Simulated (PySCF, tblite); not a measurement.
**BPH6: dynamics, then NMR shifts on frames**

How do NMR shifts of BPH6 (`[BH3-][PH3+]`) change as the atoms move?

The runs use tblite 0.8.0 and PySCF 2.14.0, with density-fitted response routines of our own; the level of theory stands in each step. All values are computed, except where a source is named. Atoms count from 0, in the outputs and in this text.

### 1 Starting geometry

8 atoms, charge 0, multiplicity 1; geometry from: GFN2-xTB.

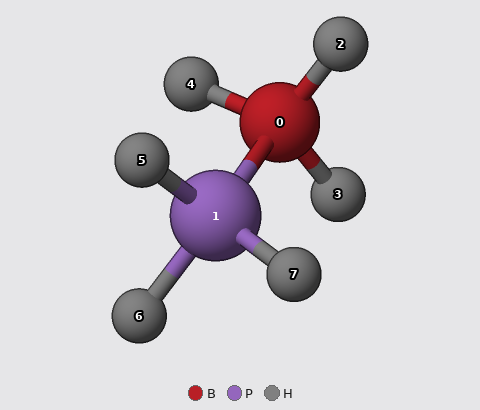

As it starts; boron red, phosphorus purple, hydrogen grey, atoms numbered.

### 2 Dynamics with GFN2-xTB

What the job is given:

```
{"job": {"kind": "md", "xc": "GFN2-xTB", "basis": "xTB", "temperature": 300, "steps": 2000, "every": 50, "frames": 5}, "charge": 0, "multiplicity": 1}
B     -1.101985    -0.058313    -0.019203
P      0.801153     0.044138     0.008359
H     -1.461990     0.804459     0.718920
H     -1.399019     0.128706    -1.157630
H     -1.351772    -1.156767     0.367849
H      1.500883    -0.127924     1.192979
H      1.568528    -0.827378    -0.749612
H      1.453259     1.202491    -0.386228
```

Level: GFN2-xTB Langevin dynamics, gas phase.

On the command line:

```console
> OMP_NUM_THREADS=1 python probes_run.py task.json out
```

One launch serves the whole session: the jobs run in the order shown.

What it wrote:

```text
t/fs     T/K      E/eV
    0.0   234.1   -184.97046
   25.0   120.0   -184.79723
   50.0   237.6   -184.86581
   75.0   189.0   -184.68432
  100.0   369.3   -184.70480
  125.0   300.1   -184.82270
  150.0   198.1   -184.76717
  175.0   215.7   -184.70338
  200.0   177.1   -184.62843
  225.0   362.6   -184.77464
  250.0   291.4   -184.70187
  275.0   256.8   -184.77710
  300.0   186.3   -184.77934
  325.0   198.9   -184.76660
  350.0   236.7   -184.77012
  375.0   190.2   -184.71951
  400.0   497.0   -184.79806
  425.0   381.9   -184.73208
  450.0   229.9   -184.73427
  475.0   237.5   -184.81391
  500.0   254.4   -184.84622
  525.0   129.0   -184.84153
  550.0   241.5   -184.84482
  575.0   169.1   -184.79099
  600.0   289.8   -184.77736
  625.0   224.4   -184.73418
  650.0   211.6   -184.80494
  675.0   225.8   -184.76635
  700.0   315.9   -184.76842
  725.0   244.0   -184.73265
  750.0   434.9   -184.75440
  775.0   316.4   -184.55718
  800.0   370.3   -184.71067
  825.0   252.3   -184.70128
  850.0   188.8   -184.64764
  875.0   290.0   -184.79128
  900.0   247.0   -184.74729
  925.0   394.5   -184.80722
  950.0   196.2   -184.72155
  975.0   289.1   -184.78372
 1000.0   206.6   -184.72600
```

Wall time 4.2 s (1 thread, shared host).

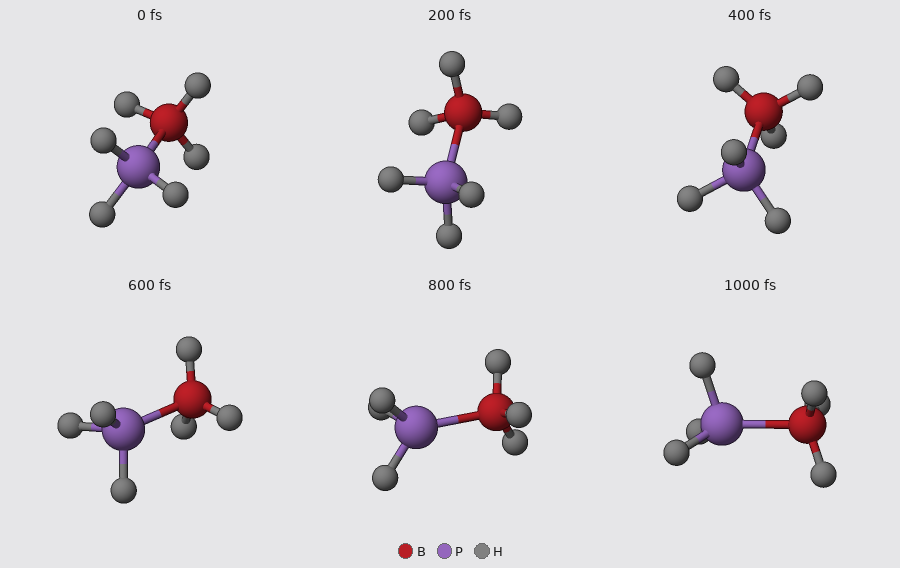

Frames of the run.

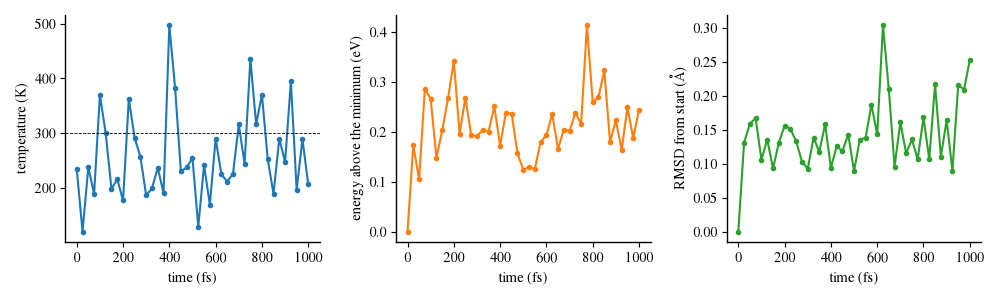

Temperature, potential energy and distance from the start.

Positions (Å) and forces (eV/Å) at 1000 fs:

```xyz
8

B    -1.179    0.458   -0.605   -0.068   -0.541   -0.321
P    -0.605   -1.369   -0.123    0.827    1.173    1.438
H    -2.353    0.104   -0.796    0.561    0.617    0.191
H    -0.933    1.115    0.377   -0.216   -0.278   -0.407
H    -0.598    0.805   -1.611   -0.353   -0.211    0.455
H    -1.195   -2.455   -0.663   -0.409   -0.701   -0.152
H     0.698   -1.929   -0.032   -0.470    0.204   -0.019
H    -0.923   -1.538    1.281    0.127   -0.263   -1.184
```

### 3 Shielding tensors: 250 fs, PBE0/pcSseg-1

What the job is given:

```
{"job": {"kind": "nmr", "xc": "PBE0", "basis": "pcSseg-1", "pop": false}, "charge": 0, "multiplicity": 1}
B     -1.023800    -0.469400     0.182800
P      0.816000    -0.259800    -0.543300
H     -0.793000    -0.311600     1.283400
H     -1.595400     0.481700    -0.432900
H     -1.297900    -1.491000    -0.271800
H      1.859700    -1.217100    -0.401500
H      1.174800    -0.163100    -1.870200
H      1.565300     0.769800    -0.020100
```

With the program's defaults for keys left out, this is: GIAO PBE0/pcSseg-1 NMR shielding, non-relativistic, gas phase.

What it wrote:

```text
coarse grid: 6432 points
cycle   1  E = -369.5188308223  dE = -7.050e-02  |g| = 3.288e-01  |ddm| = 2.197e+00
cycle   2  E = -369.5188959861  dE = -6.516e-05  |g| = 3.275e-01  |ddm| = 9.774e-01
cycle   3  E = -369.5602100855  dE = -4.131e-02  |g| = 1.230e-02  |ddm| = 4.996e-01
cycle   4  E = -369.5602553440  dE = -4.526e-05  |g| = 3.782e-03  |ddm| = 1.883e-02
cycle   5  E = -369.5602597986  dE = -4.455e-06  |g| = 7.839e-04  |ddm| = 6.314e-03
final grid: 55368 points
cycle   6  E = -369.5718282642  dE = -1.555e-05  |g| = 3.517e-03  |ddm| = 1.621e-02
cycle   7  E = -369.5718284312  dE = -1.670e-07  |g| = 3.369e-03  |ddm| = 7.534e-03
cycle   8  E = -369.5718321915  dE = -3.760e-06  |g| = 1.464e-04  |ddm| = 4.158e-03
cycle   9  E = -369.5718322006  dE = -9.047e-09  |g| = 3.591e-05  |ddm| = 3.708e-04
cycle  10  E = -369.5718322010  dE = -3.738e-10  |g| = 1.135e-05  |ddm| = 5.285e-05
converged SCF energy = -369.5718322010

GIAO shielding tensors (ppm)
atom      isotropic    diamagn.    paramagn.     s11        s22        s33       span
  0 B      150.720     189.294     -38.574    147.587    149.182    155.390      7.803
  1 P      509.386     966.777    -457.391    459.389    487.210    581.559    122.170
  2 H       31.394      29.468       1.927     27.412     30.277     36.494      9.081
  3 H       29.323      27.356       1.967     25.872     28.214     33.883      8.011
  4 H       31.194      29.201       1.994     27.289     30.039     36.254      8.965
  5 H       27.832      28.723      -0.891     24.099     24.526     34.872     10.773
  6 H       28.490      29.592      -1.103     24.288     25.180     36.001     11.713
  7 H       28.557      30.093      -1.536     24.502     24.733     36.435     11.932
```

Wall time 3.9 s (1 thread, shared host).

Shifts follow as δ = σ(reference) − σ, with reference shieldings (ppm) from runs at the same level and on the same kind of geometry: 1H TMS 31.72, 31P H3PO4 318.4, 11B BF3·OEt2 100.1. The references are single molecules in the gas phase, so shifts against H2O, NH3, PH3, H3PO4 or CFCl3 are not on the usual liquid scales and can be off by tens of ppm. Each atom is listed at this fixed geometry, with no averaging over motion; a spectrum would average atoms that exchange fast.

```
atoms                           environment  σ (ppm)  δ (ppm)
   H5  hydrogen on a phosphorus bonded to B    27.83     3.88
   H6  hydrogen on a phosphorus bonded to B    28.49     3.23
   H7  hydrogen on a phosphorus bonded to B    28.56     3.16
   H3       hydrogen on a boron bonded to P    29.32     2.39
   H4       hydrogen on a boron bonded to P    31.19     0.52
   H2       hydrogen on a boron bonded to P    31.39     0.32
   B0                boron bonded to P, 3 H    150.7    -50.7
   P1           phosphorus bonded to B, 3 H    509.4   -191.0
```

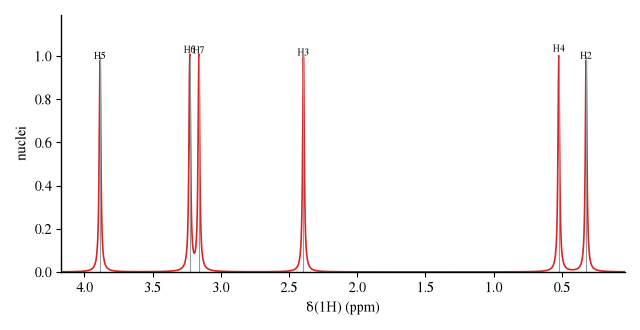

1H lines at the computed shifts, without couplings. Lines are broadened to a width of 0.01 ppm (Lorentzian).

The fields below are evaluated on a grid from the run's orbitals.

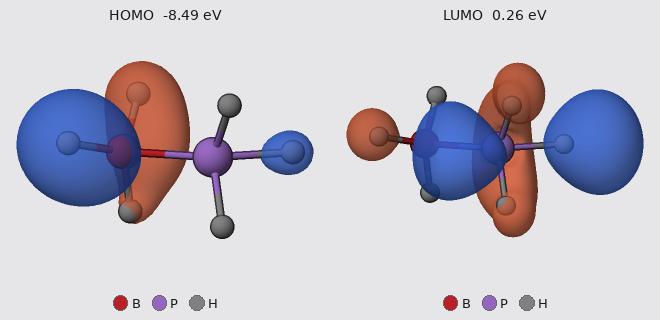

Frontier orbitals at PBE0/pcSseg-1; each surface holds 70 % of the orbital's density, blue and red mark the sign.

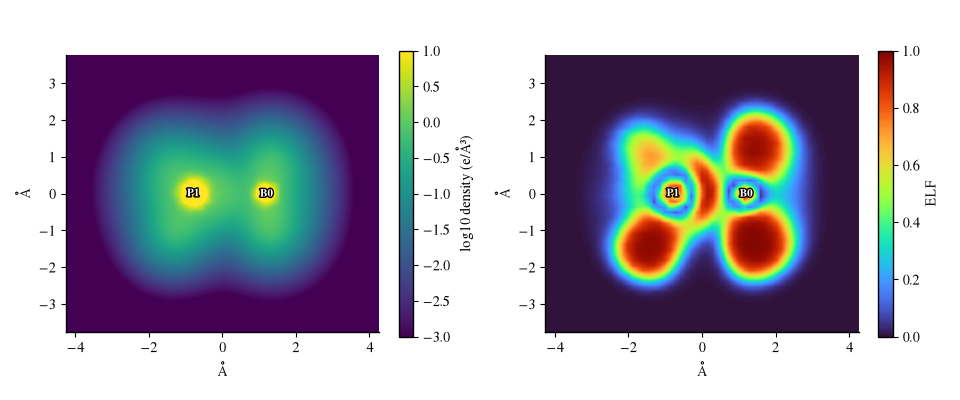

Density (left) and ELF (right) in a plane through or near 2 of the atoms.

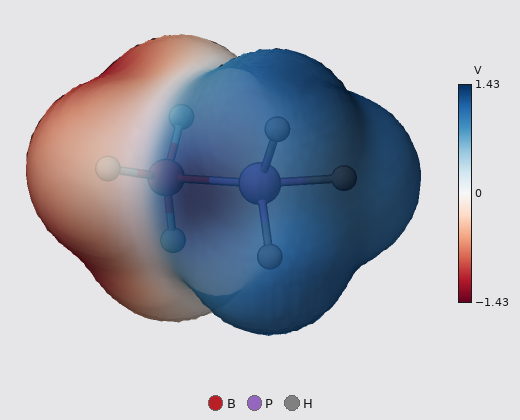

The potential that a unit positive charge feels on the 0.002 e/bohr³ surface, from the 1st to the 99th percentile, from -1.16 to 1.43 V.

### 4 NMR shieldings: 425 fs, PBE0/pcSseg-1

What the job is given:

```
{"job": {"kind": "nmr", "xc": "PBE0", "basis": "pcSseg-1", "pop": false}, "charge": 0, "multiplicity": 1}
B     -1.279000    -0.458500    -0.378400
P      0.624000    -0.381600    -0.563000
H     -1.469000    -1.404500     0.285300
H     -1.733400     0.486700     0.046100
H     -1.729700    -0.623600    -1.489800
H      1.193300    -1.454300    -1.153500
H      1.148200     0.404900    -1.652400
H      1.568300    -0.061000     0.373300
```

With the program's defaults for keys left out, this is: GIAO PBE0/pcSseg-1 NMR shielding, non-relativistic, gas phase.

What it wrote:

```text
coarse grid: 6432 points
cycle   1  E = -369.5074715055  dE =  5.778e-04  |g| = 3.747e-01  |ddm| = 2.241e+00
cycle   2  E = -369.5069558353  dE =  5.157e-04  |g| = 3.734e-01  |ddm| = 1.086e+00
cycle   3  E = -369.5602287109  dE = -5.327e-02  |g| = 1.343e-02  |ddm| = 5.647e-01
cycle   4  E = -369.5602854891  dE = -5.678e-05  |g| = 3.784e-03  |ddm| = 2.006e-02
cycle   5  E = -369.5602896269  dE = -4.138e-06  |g| = 6.172e-04  |ddm| = 5.500e-03
final grid: 55368 points
cycle   6  E = -369.5713393948  dE = -1.673e-05  |g| = 3.965e-03  |ddm| = 1.740e-02
cycle   7  E = -369.5713397940  dE = -3.992e-07  |g| = 3.696e-03  |ddm| = 7.666e-03
cycle   8  E = -369.5713441923  dE = -4.398e-06  |g| = 1.931e-04  |ddm| = 4.278e-03
cycle   9  E = -369.5713442076  dE = -1.534e-08  |g| = 3.129e-05  |ddm| = 4.237e-04
cycle  10  E = -369.5713442078  dE = -2.007e-10  |g| = 1.060e-05  |ddm| = 3.824e-05
converged SCF energy = -369.5713442078

GIAO shielding tensors (ppm)
atom      isotropic    diamagn.    paramagn.     s11        s22        s33       span
  0 B      156.513     188.785     -32.272    150.750    155.121    163.668     12.918
  1 P      500.646     966.678    -466.032    451.447    466.699    583.791    132.344
  2 H       31.269      28.823       2.446     27.433     29.800     36.573      9.140
  3 H       31.774      29.406       2.367     28.301     30.319     36.701      8.400
  4 H       30.504      28.170       2.335     26.767     28.966     35.781      9.014
  5 H       28.583      29.907      -1.324     24.614     25.186     35.949     11.336
  6 H       27.070      28.334      -1.264     23.221     23.857     34.133     10.912
  7 H       28.470      29.700      -1.230     24.248     24.496     36.666     12.418
```

Run time: 1.7 s. Hardware: 1 thread, shared host.

Key values: δ B0 -56.4, P1 -182.3, H6 4.65, H7 3.25 ppm.

### 5 Nuclear shieldings: 625 fs, PBE0/pcSseg-1

What the job is given:

```
{"job": {"kind": "nmr", "xc": "PBE0", "basis": "pcSseg-1", "pop": false}, "charge": 0, "multiplicity": 1}
B     -1.399700     0.392800    -1.023500
P      0.203100    -0.746600    -0.699500
H     -1.736600     0.692200     0.090600
H     -0.927800     1.347100    -1.501300
H     -2.192000    -0.213800    -1.655100
H     -0.056300    -2.084800    -0.657400
H      1.292000    -0.760100    -1.643700
H      0.825700    -0.756000     0.551000
```

Level: GIAO PBE0/pcSseg-1 NMR shielding, non-relativistic, gas phase.

What it wrote:

```text
coarse grid: 6432 points
cycle   1  E = -369.5152465762  dE = -8.544e-02  |g| = 3.583e-01  |ddm| = 2.202e+00
cycle   2  E = -369.5171294819  dE = -1.883e-03  |g| = 3.525e-01  |ddm| = 1.037e+00
cycle   3  E = -369.5649199236  dE = -4.779e-02  |g| = 1.227e-02  |ddm| = 5.223e-01
cycle   4  E = -369.5649672642  dE = -4.734e-05  |g| = 3.731e-03  |ddm| = 1.890e-02
cycle   5  E = -369.5649715157  dE = -4.251e-06  |g| = 6.481e-04  |ddm| = 5.497e-03
final grid: 55368 points
cycle   6  E = -369.5768728430  dE = -1.625e-05  |g| = 3.592e-03  |ddm| = 1.613e-02
cycle   7  E = -369.5768732020  dE = -3.590e-07  |g| = 3.355e-03  |ddm| = 7.046e-03
cycle   8  E = -369.5768768820  dE = -3.680e-06  |g| = 1.580e-04  |ddm| = 3.904e-03
cycle   9  E = -369.5768768929  dE = -1.086e-08  |g| = 3.034e-05  |ddm| = 3.819e-04
cycle  10  E = -369.5768768931  dE = -2.352e-10  |g| = 1.014e-05  |ddm| = 4.118e-05
converged SCF energy = -369.5768768931

GIAO shielding tensors (ppm)
atom      isotropic    diamagn.    paramagn.     s11        s22        s33       span
  0 B      150.727     190.593     -39.866    142.546    147.321    162.313     19.767
  1 P      482.000     967.068    -485.069    428.613    468.846    548.540    119.926
  2 H       30.400      28.834       1.566     26.736     29.247     35.218      8.483
  3 H       30.952      29.364       1.588     27.298     29.910     35.648      8.350
  4 H       30.531      28.983       1.547     26.884     29.339     35.369      8.485
  5 H       28.307      30.052      -1.745     24.538     25.221     35.162     10.624
  6 H       27.121      28.041      -0.920     23.383     23.599     34.380     10.997
  7 H       27.751      30.023      -2.272     23.744     24.692     34.817     11.073
```

It took 1.8 s on 1 thread, shared host.

This run: δ B0 -50.7, P1 -163.6, H6 4.60, H7 3.97 ppm.

### 6 NMR shieldings: 800 fs, PBE0/pcSseg-1

What the job is given:

```
{"job": {"kind": "nmr", "xc": "PBE0", "basis": "pcSseg-1", "pop": false}, "charge": 0, "multiplicity": 1}
B     -1.090900     0.403400    -0.568800
P      0.081300    -1.026600    -0.156600
H     -1.931400     0.338000     0.250500
H     -0.417400     1.432400    -0.259200
H     -1.493300     0.317200    -1.658100
H     -0.568200    -2.205400     0.028900
H      1.011000    -1.681200    -0.898500
H      0.743600    -1.197300     1.020600
```

With the program's defaults for keys left out, this is: GIAO PBE0/pcSseg-1 NMR shielding, non-relativistic, gas phase.

What it wrote:

```text
coarse grid: 6432 points
cycle   1  E = -369.5127704638  dE =  1.701e-02  |g| = 3.393e-01  |ddm| = 2.238e+00
cycle   2  E = -369.5129093221  dE = -1.389e-04  |g| = 3.368e-01  |ddm| = 9.825e-01
cycle   3  E = -369.5559480391  dE = -4.304e-02  |g| = 1.495e-02  |ddm| = 5.032e-01
cycle   4  E = -369.5560138279  dE = -6.579e-05  |g| = 4.802e-03  |ddm| = 2.194e-02
cycle   5  E = -369.5560202954  dE = -6.468e-06  |g| = 1.226e-03  |ddm| = 6.919e-03
final grid: 55368 points
cycle   6  E = -369.5671042145  dE = -1.521e-05  |g| = 3.724e-03  |ddm| = 1.614e-02
cycle   7  E = -369.5671042800  dE = -6.547e-08  |g| = 3.611e-03  |ddm| = 7.794e-03
cycle   8  E = -369.5671086587  dE = -4.379e-06  |g| = 1.739e-04  |ddm| = 4.276e-03
cycle   9  E = -369.5671086703  dE = -1.166e-08  |g| = 2.446e-05  |ddm| = 3.630e-04
cycle  10  E = -369.5671086705  dE = -1.502e-10  |g| = 7.032e-06  |ddm| = 3.708e-05
converged SCF energy = -369.5671086705

GIAO shielding tensors (ppm)
atom      isotropic    diamagn.    paramagn.     s11        s22        s33       span
  0 B      158.277     189.932     -31.655    152.760    159.756    162.316      9.555
  1 P      535.273     966.887    -431.614    484.440    527.767    593.610    109.170
  2 H       30.996      29.016       1.980     27.120     29.685     36.183      9.063
  3 H       29.678      27.362       2.316     25.966     28.261     34.807      8.840
  4 H       31.123      28.802       2.320     27.388     29.499     36.481      9.093
  5 H       28.819      29.844      -1.025     24.256     25.399     36.804     12.548
  6 H       29.015      29.625      -0.610     24.547     25.193     37.304     12.756
  7 H       28.972      30.173      -1.201     24.611     25.075     37.229     12.618
```

Run time: 1.8 s. Hardware: 1 thread, shared host.

Key values: δ B0 -58.2, P1 -216.9, H5 2.90, H7 2.74 ppm.

### 7 NMR shieldings: 1000 fs, PBE0/pcSseg-1

What the job is given:

```
{"job": {"kind": "nmr", "xc": "PBE0", "basis": "pcSseg-1", "pop": false}, "charge": 0, "multiplicity": 1}
B     -1.179500     0.457800    -0.605000
P     -0.605200    -1.368500    -0.123500
H     -2.353500     0.104400    -0.795700
H     -0.933300     1.115000     0.377000
H     -0.598300     0.804600    -1.610700
H     -1.194800    -2.455000    -0.662600
H      0.698400    -1.928600    -0.032200
H     -0.923200    -1.537500     1.281100
```

Method: GIAO PBE0/pcSseg-1 NMR shielding, non-relativistic, gas phase.

What it wrote:

```text
coarse grid: 6432 points
cycle   1  E = -369.5240036533  dE = -1.164e-01  |g| = 3.255e-01  |ddm| = 2.176e+00
cycle   2  E = -369.5241398248  dE = -1.362e-04  |g| = 3.262e-01  |ddm| = 9.669e-01
cycle   3  E = -369.5651267940  dE = -4.099e-02  |g| = 1.353e-02  |ddm| = 4.851e-01
cycle   4  E = -369.5651821879  dE = -5.539e-05  |g| = 4.815e-03  |ddm| = 2.360e-02
cycle   5  E = -369.5651901393  dE = -7.951e-06  |g| = 8.776e-04  |ddm| = 7.895e-03
final grid: 55368 points
cycle   6  E = -369.5776397316  dE = -1.412e-05  |g| = 3.294e-03  |ddm| = 1.536e-02
cycle   7  E = -369.5776398215  dE = -8.998e-08  |g| = 3.188e-03  |ddm| = 6.685e-03
cycle   8  E = -369.5776431462  dE = -3.325e-06  |g| = 1.428e-04  |ddm| = 3.766e-03
cycle   9  E = -369.5776431548  dE = -8.572e-09  |g| = 4.010e-05  |ddm| = 3.524e-04
cycle  10  E = -369.5776431552  dE = -4.388e-10  |g| = 1.062e-05  |ddm| = 5.629e-05
converged SCF energy = -369.5776431552

GIAO shielding tensors (ppm)
atom      isotropic    diamagn.    paramagn.     s11        s22        s33       span
  0 B      147.099     189.070     -41.971    139.203    149.176    152.919     13.716
  1 P      481.552     967.010    -485.458    439.262    469.443    535.950     96.687
  2 H       29.548      27.817       1.731     25.751     28.289     34.605      8.854
  3 H       29.949      28.543       1.406     26.290     29.056     34.501      8.211
  4 H       29.947      27.979       1.968     26.676     28.782     34.384      7.708
  5 H       28.729      29.859      -1.130     24.380     25.683     36.124     11.744
  6 H       27.506      29.258      -1.752     23.671     24.184     34.663     10.992
  7 H       26.658      28.417      -1.759     22.851     23.982     33.142     10.291
```

It took 1.8 s on 1 thread, shared host.

This run: δ B0 -47.0, P1 -163.2, H7 5.06, H6 4.21 ppm.

### 8 Comparing the runs: NMR shifts

Shifts (ppm) of some atoms, chosen among heavy atoms and hydrogens apart, with basis size and wall time:

```
  frame    H6    H7     H3    H4    H2     B0      P1  functions   time
 250 fs  3.23  3.16   2.39  0.52  0.32  -50.7  -191.0         71  3.9 s
 425 fs  4.65  3.25  -0.06  1.21  0.45  -56.4  -182.3         71  1.7 s
 625 fs  4.60  3.97   0.77  1.19  1.32  -50.7  -163.6         71  1.8 s
 800 fs  2.70  2.74   2.04  0.59  0.72  -58.2  -216.9         71  1.8 s
1000 fs  4.21  5.06   1.77  1.77  2.17  -47.0  -163.2         71  1.8 s
```

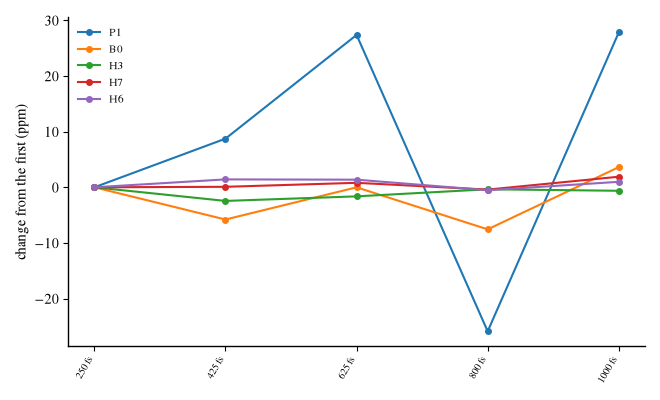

How five of the tabulated atoms move from run to run.

### 9 Summary of results

| quantity | value |
| --- | --- |
| thermostat | 300 K |
| mean temperature, second half | 262 K |
| mean potential energy above the minimum | 0.22 eV |
| 1H shifts against TMS (PBE0/pcSseg-1, 250 fs) | 3.88, 3.23, 3.16, 2.39, 0.52, 0.32 ppm |
| 11B shifts against BF3·OEt2 (PBE0/pcSseg-1, 250 fs) | -50.7 ppm |
| 31P shifts against H3PO4 (PBE0/pcSseg-1, 250 fs) | -191.0 ppm |
| surface potential, 1st and 99th percentile | -1.16 V and 1.43 V |
| range of the shift of P1 | -216.9 to -163.2 ppm |

In words: In the second half the potential energy averages 0.22 eV above the minimum; equipartition over 18 harmonic modes at 300 K would give 0.23 eV. With 8 atoms the temperature swings widely (120 to 497 K). Shifts at one fixed geometry are not the observed spectrum, which averages over the motion. In the first frame run (250 fs): Shielding is most anisotropic at P1 (span 122 ppm, paramagnetic term -457 ppm). Across the 5 runs the shift of P1 moves most, between -216.9 (800 fs) and -163.2 ppm (1000 fs).
